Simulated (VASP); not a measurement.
Band structure of HgO (space group P3_221). All values below come from modified Becke-Johnson potential (mBJ) with spin-orbit coupling, VASP's PBE PAW potentials (set 64) (plane waves; VASP).

mBJ is a potential without an energy functional, so only the levels count. Without a dispersion term in the relaxation, distances and binding between the weakly bound layers, chains or molecules are unreliable, and so is what depends on them.

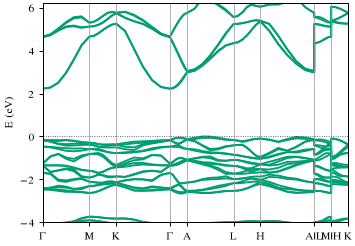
Figure: Bands along high-symmetry lines, zero at the valence-band maximum or, without a gap, the Fermi level

### Question
Read the plot: is there a gap, and where are the band edges?

### Answer
The gap is indirect, 2.23 eV, from the valence maximum at (0.17, 0.00, 0.50) to the conduction minimum at Γ.

The structure comes from a computed database's HgO entry (P3_221); how it stands against other phases isn't given here. It was relaxed first. The cell's shape comes from a PBE relaxation.
